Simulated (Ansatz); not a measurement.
A series of calculations on CH₉B₃Si

## 1. Relaxation

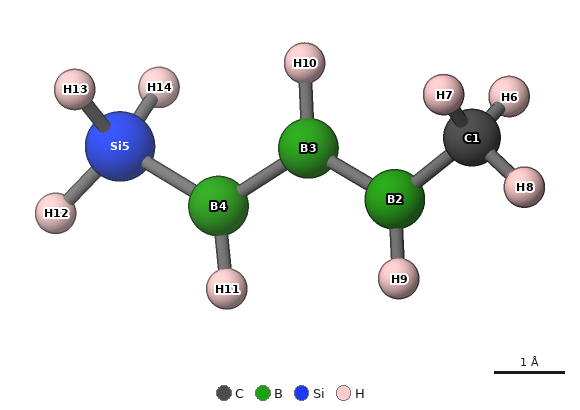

This is the input geometry for a relaxation of CH₉B₃Si. A ball-and-stick model, seen at a tilt.

The run prepares an end point of a later path (torsion) calculation, from a guessed geometry.

These are results of Ansatz 0.2.0, RKS B3LYP/6-31G, not measurements.

Input
```yaml
crystal:
  periodic: [false, false, false]
  atoms:
    - { symbol: C, position_ang: [-1.8426, 1.5561, 1.5677] }
    - { symbol: B, position_ang: [-1.3386, 0.9816, 0.2024] }
    - { symbol: B, position_ang: [-0.0214, 0.0167, 0.2028] }
    - { symbol: B, position_ang: [0.6665, -0.6181, -1.199] }
    - { symbol: Si, position_ang: [2.1688, -1.7678, -1.1855] }
    - { symbol: H, position_ang: [-2.1649, 0.7989, 2.2528] }
    - { symbol: H, position_ang: [-1.0863, 2.2425, 2.0262] }
    - { symbol: H, position_ang: [-2.7512, 2.2327, 1.3355] }
    - { symbol: H, position_ang: [-1.8782, 1.2339, -0.7759] }
    - { symbol: H, position_ang: [0.5599, -0.2152, 1.2618] }
    - { symbol: H, position_ang: [0.041, -0.401, -2.1993] }
    - { symbol: H, position_ang: [2.4958, -2.1938, -2.5189] }
    - { symbol: H, position_ang: [3.2543, -0.9748, -0.6411] }
    - { symbol: H, position_ang: [1.8838, -2.921, -0.3006] }
basis:
  gaussian: { orbitals: "6-31G" }
hamiltonian:
  xc: b3lyp
relax:
  f_tol: 0.015
  max_steps: 40
```

Run as
```bash
ansatz run input.yaml --threads 1 --pin off --max-ram 2048MiB --backend cpu --events-out ev --progress --plain --runs-dir out
```

### Where does the relaxation end?

The energy falls by 215.2 kJ/mol in 33 accepted moves (34 points after the start). The largest force component goes from 2.8 to 0.012 eV/Å. The line search rejected the trial step at point 23 of the run. The atom that moves furthest after the best rigid fit is H10 (2.36 Å). Largest moves by element: H 2.36 Å, B 1.28 Å, C 0.88 Å, Si 0.75 Å. Some distances before and after: B4–Si5 1.892 → 2.043 Å, Si5–H12 1.437 → 1.510 Å, B3–B4 1.686 → 1.618 Å, B2–H9 1.145 → 1.207 Å. Among the angles between lasting bonds that change: B3–B4–H11 114.4° → 123.7°, C1–B2–B3 118.5° → 127.1°, Si5–B4–H11 122.0° → 114.9°. Groups turn about B2–B3 by about 95°, B3–B4 by about 90°, C1–B2 by about 65°. The run took 120 s on 1 thread of Intel(R) Xeon(R) Platinum 8488C (Sapphire Rapids), on a shared host, peak memory 0.17 GiB.

The structure at the end:

```xyz
14

C    -1.8201    0.6832    1.4292
B    -1.0436    1.4012    0.2619
B     0.4999    1.0988   -0.2431
B     1.0159    0.0115   -1.3243
Si    1.5608   -1.8749   -0.7597
H    -1.2562   -0.0727    1.9844
H    -2.2020    1.4288    2.1430
H    -2.7179    0.2001    1.0088
H    -1.6316    2.2754   -0.3276
H     1.3493    1.7803    0.2864
H     1.1061    0.2325   -2.4992
H     0.6549   -2.8792   -1.4305
H     2.9661   -2.1709   -1.2205
H     1.5053   -2.1434    0.7201
```

After the run, drawn alike:

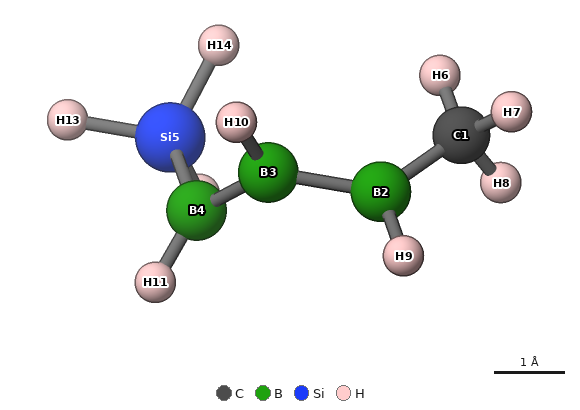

## 2. Relaxation

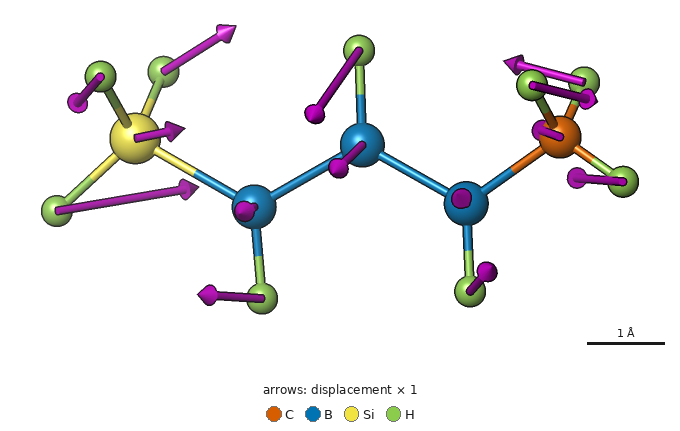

This is a relaxation of CH9B3Si. The starting structure is drawn; purple arrows show the displacements, at their true length. The two geometries are superimposed by the best rigid fit.

A ball-and-stick model, seen at a tilt.

The run prepares an end point of a later path (torsion) calculation, from a guessed geometry.

Level of theory: Ansatz, RKS B3LYP/6-31G. Set-up: no spin polarisation; force threshold 0.015 eV/Å; at most 40 steps.

Q: Which element moves most?

A: Hydrogen: up to 2.38 Å, against 1.28 Å for boron.

Q: Describe the change and its energy.

A: Over 31 geometry steps the energy falls by 2.122 eV. Largest force component: 2.2 eV/Å at the start, 0.0062 eV/Å at the end. The largest move after the best rigid fit is that of an H atom, 2.38 Å. By element the largest moves are H 2.38 Å, B 1.28 Å, C 0.89 Å, Si 0.73 Å. Near-neighbour distances that change, for instance: B–Si 1.892 → 2.043 Å, H–Si 1.437 → 1.509 Å, B–B 1.686 → 1.618 Å, B–H 1.145 → 1.207 Å. Bond angles that change, for instance: B–B–H 114.4° → 123.8°, C–B–B 118.5° → 127.3°, Si–B–H 122.0° → 114.9°. Groups turn about B–B by about 95°, B–B by about 90°, B–Si by about 60°. Cost: 110 s on 1 thread of Intel(R) Xeon(R) Platinum 8488C (Sapphire Rapids), with other jobs on the host, peak memory 0.17 GiB.

## 3. Path

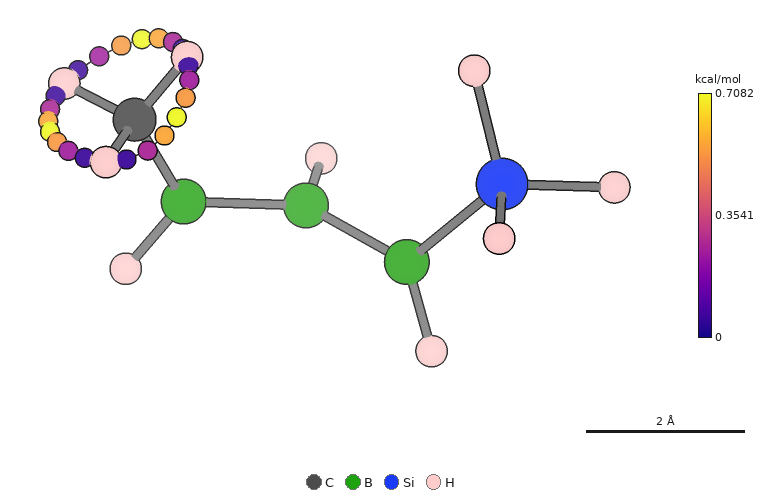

A nudged-elastic-band calculation for CH₉B₃Si. Images are numbered from 0 (start) to 8 (end). The start is drawn whole; smaller spheres mark the moving atoms (H) in the later images, joined by lines and coloured by the energy of the image relative to the start. The picture is a ball-and-stick view, seen from a free direction.

Level of theory: Ansatz 0.2.0, RKS B3LYP/6-31G. Settings: 7 movable images; climbing image; force threshold 0.03 eV/Å; iteration limit 39; starting path through a guess of the saddle point.

What moves, how far, and at what cost in energy?

The motion is a rotation about the B–C bond by about 120°. No bond forms or breaks between the ends. Bond angles that change up to the highest image, for instance: B–C–H 108.6° → 114.3°, B–C–H 115.9° → 110.6°. The barrier is about 0.71 kcal/mol in both directions, with image 4 at the top; the ends have the same energy. The band converged in 26 iterations. The largest component of the band force went from 67 to 0.027 eV/Å. The climbing image converged on the top of the path. Its vibrational analysis gives one imaginary mode (125i cm⁻¹), as a transition state must have.
